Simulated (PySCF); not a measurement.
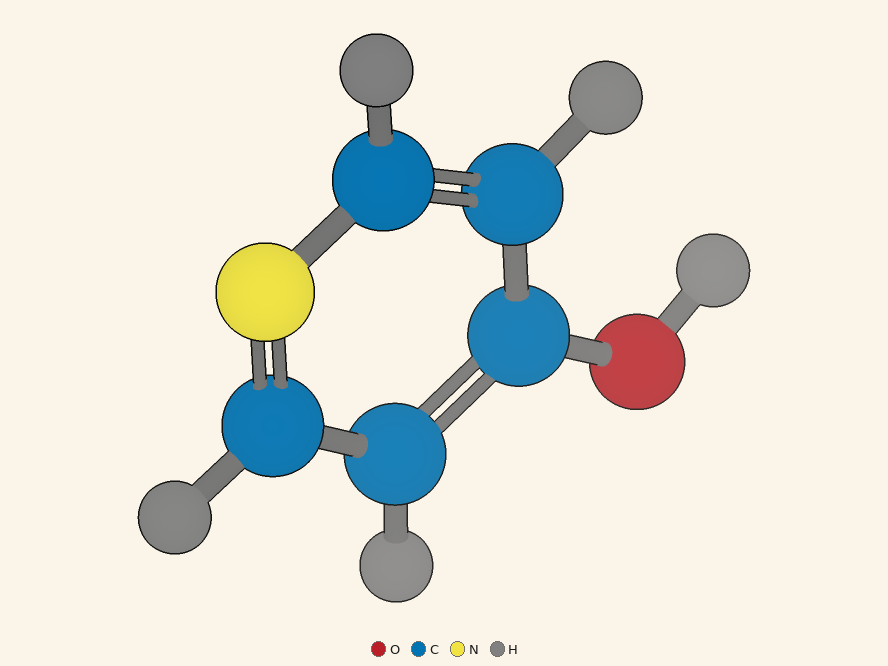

Rendered structure (ball-and-stick style). Double and triple bonds are drawn as two and three sticks.

> Give the formula.

C₅H₅NO, 12 atoms: 5 carbon, 5 hydrogen, 1 nitrogen and 1 oxygen.

> What is the point group of this geometry?

Cs.

> How many bonds of each kind are drawn?

4 C–C, 4 C–H, 2 C–N, 1 C–O, 1 O–H.

> Name functional groups in it.

Among them: phenol.

The parts below concern this one geometry. Atoms keep their numbers from picture to picture. Computed geometry: PBE0-D3(BJ)/def2-SVP optimisation. No frequency run is at hand to confirm it as a minimum.

Shape

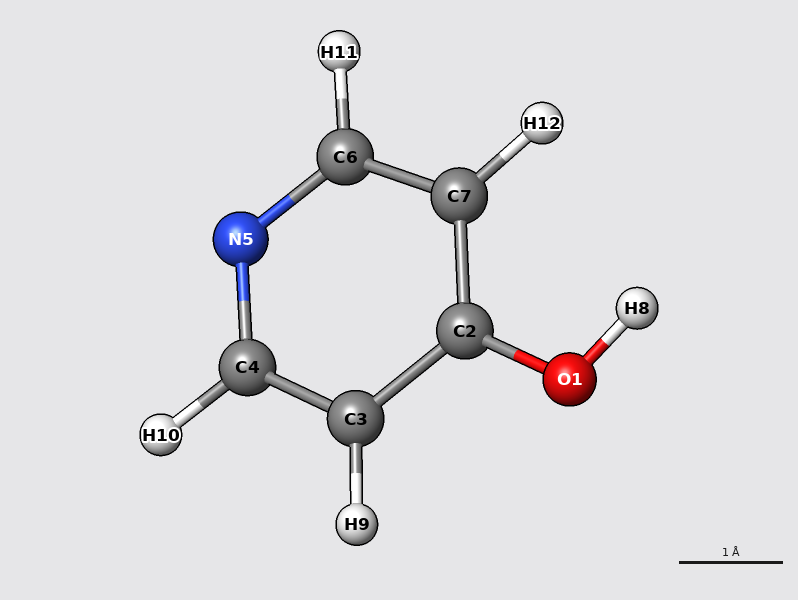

No frequency run is at hand to confirm it as a minimum.

Which atoms are bonded, and how long are the bonds?

| bond | length (Å) | order |
| --- | --- | --- |
| O1–C2 | 1.341 | single |
| O1–H8 | 0.964 | single |
| C2–C3 | 1.398 | aromatic |
| C2–C7 | 1.398 | aromatic |
| C3–C4 | 1.390 | aromatic |
| C3–H9 | 1.091 | single |
| C4–N5 | 1.333 | aromatic |
| C4–H10 | 1.096 | single |
| N5–C6 | 1.329 | aromatic |
| C6–C7 | 1.393 | aromatic |
| C6–H11 | 1.096 | single |
| C7–H12 | 1.094 | single |

Levels of theory compared

No frequency run is at hand to confirm it as a minimum. Program: PySCF 2.14.0.

At this fixed geometry, give HOMO energy (eV), dipole (D) at these levels: B3LYP/6-31G-J; B3LYP/cc-pVTZ; B3LYP/def2-TZVP; B3LYP/pcJ-0; BHandHLYP/pcJ-1; CAM-B3LYP/pcJ-1.

| level | HOMO energy (eV) | dipole (D) |
| --- | --- | --- |
| B3LYP/6-31G-J | −6.72 | 2.92 |
| B3LYP/cc-pVTZ | −7.11 | 2.76 |
| B3LYP/def2-TZVP | −7.16 | 2.79 |
| B3LYP/pcJ-0 | −6.79 | 2.95 |
| BHandHLYP/pcJ-1 | −8.37 | 2.77 |
| CAM-B3LYP/pcJ-1 | −8.65 | 2.82 |

Spin–spin coupling

No frequency run is at hand to confirm it as a minimum. Method: B3LYP/6-31G-J indirect spin-spin coupling, non-relativistic, gas phase (PySCF 2.14.0). Isotopes: 13C, 1H, 15N, 17O.

Give the spin–spin coupling constants of these pairs, with the number of bonds between them: C4/N5, N5/C6, C3/N5, N5/C7, N5/H10, N5/H11, C2/N5.

```tsv
pair	bonds apart	J (Hz)
C4, N5	1	5.3
N5, C6	1	5.1
C3, N5	2	3.3
N5, C7	2	3.3
N5, H10	2	−14.2
N5, H11	2	−14.1
C2, N5	3	−4.0
```

Quadrupole coupling

No frequency run is at hand to confirm it as a minimum. Electric field gradients from the ground-state density, B3LYP/def2-TZVP (PySCF 2.14.0), non-relativistic apart from any core potentials.

Give the largest field-gradient component, the quadrupole coupling constant and the asymmetry for 17O at O1 (Q = −25.6 mb), 14N at N5 (Q = 20.44 mb), 2H at H8 (Q = 2.86 mb), 2H at H9 (Q = 2.86 mb), 2H at H10 (Q = 2.86 mb), 2H at H11 (Q = 2.86 mb).

| atom | V_zz (a.u.) | e²qQ/h (MHz) | η |
| --- | --- | --- | --- |
| O1 | 1.636 | −9.84 | 0.78 |
| N5 | −1.025 | −4.92 | 0.33 |
| H8 | 0.472 | 0.317 | 0.11 |
| H9 | 0.289 | 0.195 | 0.07 |
| H10 | 0.279 | 0.187 | 0.06 |
| H11 | 0.279 | 0.187 | 0.06 |
